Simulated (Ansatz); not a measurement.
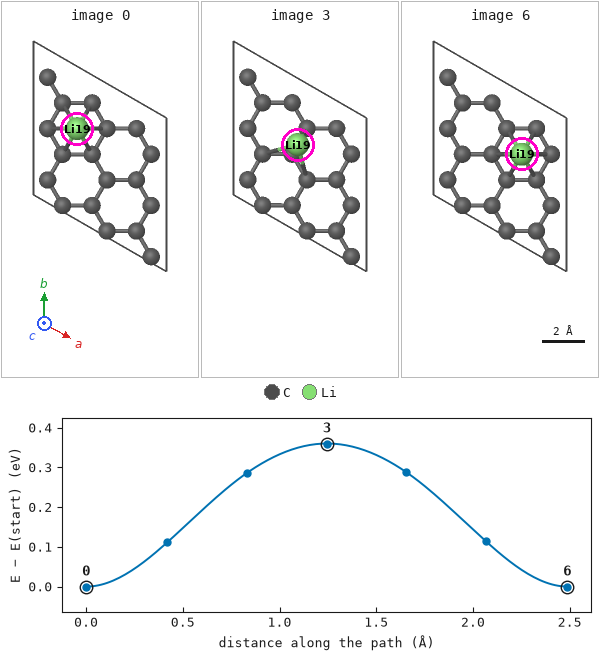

NEB run on Li on graphene monolayer (19 atoms in the cell). Images are numbered from 0 (start) to 6 (end). The picture is a ball-and-stick view of the simulation cell, with the vacuum cut short (origin moved), seen along the c axis. The moving atom is ringed, with any periodic copies. Bonds to atoms that aren't drawn are left out.

These are results of DFT PBE, scalar-relativistic, plane waves, PAW (Ansatz), not measurements. Set-up: plane-wave cutoff 420 eV; k-point mesh 2 × 2 × 1; Gaussian smearing 0.05 eV; spin collinear; 5 movable images; climbing image; force threshold 0.05 eV/Å; iteration limit 72; spring constant 2.0 eV/Å²; optimiser L-BFGS; starting path by image-dependent pair potential.

**Describe the mechanism and the energy profile.**

The adsorbate starts on a top site and hops by a lattice vector of the surface; other mechanisms, such as exchange with a surface atom, weren't searched. The Li atom travels furthest, 2.47 Å from end to end, on a path that bends up to 0.26 Å away from the straight line. At the highest image its nearest neighbour (C) is 2.02 Å away, against 2.20 Å at the start, and the surrounding atoms stand up to 0.08 Å off the mean of their end positions. The barrier is about 0.36 eV in both directions, with image 3 at the top; the ends have the same energy. The band converged in 12 iterations. The largest component of the band force went from 0.78 to 0.042 eV/Å. The climbing image converged on the top of the path. A check of its curvatures didn't confirm a first-order saddle.

Limits of the set-up: the k-point mesh is coarse for a cell with partly filled bands; the periodic images lie only 7.4 Å apart, so the values are limited by the cell's size.

The run took 4.5 min on 2 threads of AMD EPYC 7B13 (Zen 3), with other jobs on the host, peak memory 1.9 GiB.
